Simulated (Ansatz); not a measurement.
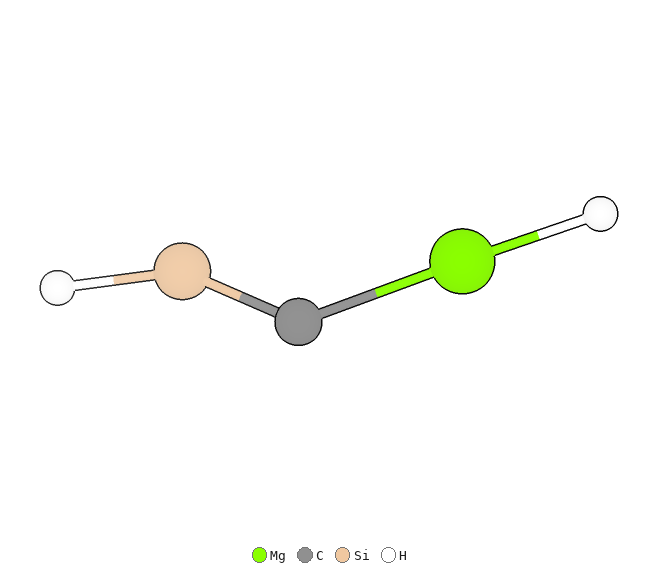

Ball-and-stick drawing of a structure.

The geometry was computed by an optimisation with PBE0-D4/def2-TZVP. No frequency run is at hand to confirm it as a minimum.

Describe the molecule.

Formula CH2MgSi. This geometry has Cs symmetry. All atoms lie on one plane. Coordination: 1 Mg linear; 1 C bent; 1 Si bent.

More results for the same structure follow; atom numbers are the same in all pictures, views and colours differ.

## Electronic properties

No frequency run is at hand to confirm it as a minimum. Level of theory: RKS PBE0-D4/def2-TZVPP (Ansatz 0.2.0).

Estimate the HOMO energy (Kohn–Sham orbital).

−6.56 eV.

Give the LUMO energy (Kohn–Sham orbital) at this level.

−2.43 eV.

## Charges

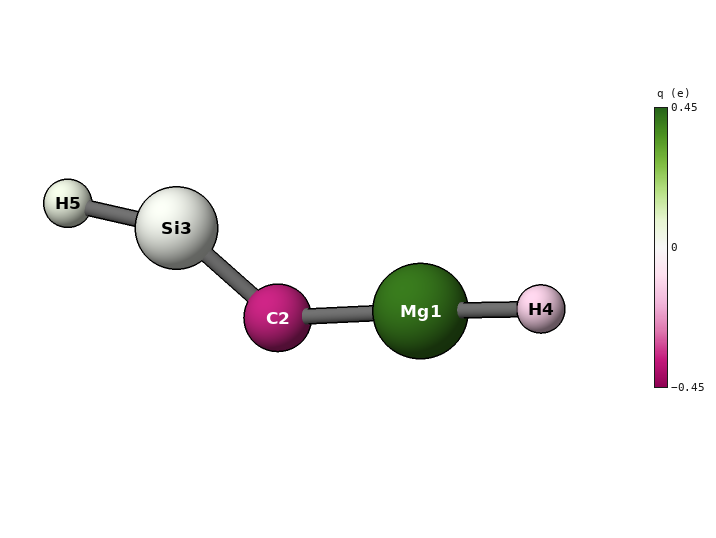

Atoms are coloured by their Mulliken charges. No frequency run is at hand to confirm it as a minimum. Level of theory: RKS PBE0-D4/def2-TZVP (Ansatz 0.2.0).

List the Mulliken charges.

```tsv
atom	value (e)
Mg1	0.41
C2	−0.35
Si3	0.02
H4	−0.12
H5	0.04
```

## Dipole moment

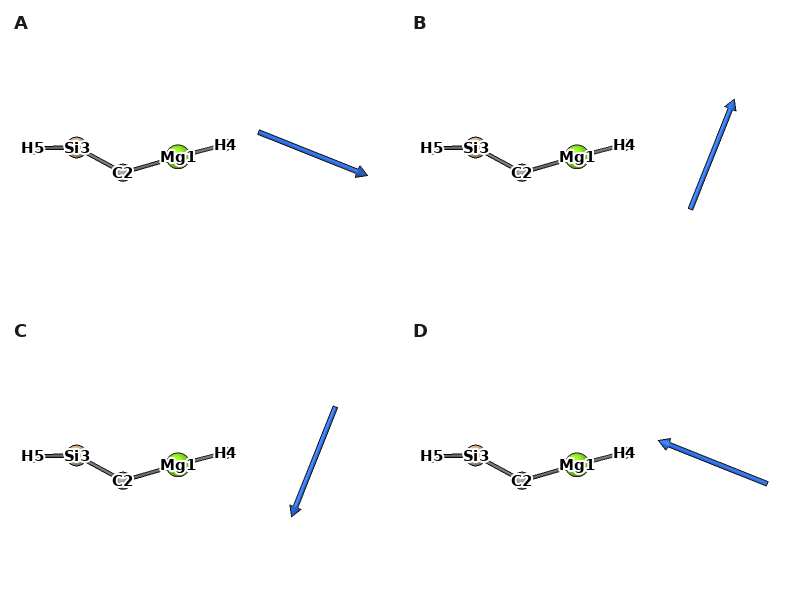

The same molecule four times, each with an arrow. No frequency run is at hand to confirm it as a minimum. Level of theory: RKS PBE0-D4/def2-TZVP (Ansatz 0.2.0).

Which arrow points along the dipole moment, from the negative to the positive end?

D. The dipole moment is 1.89 D; it points from the side of H4 to the side of H5 (the outermost atoms at the two ends).

Mulliken values depend strongly on the basis set and can even reverse the polarity of a bond.
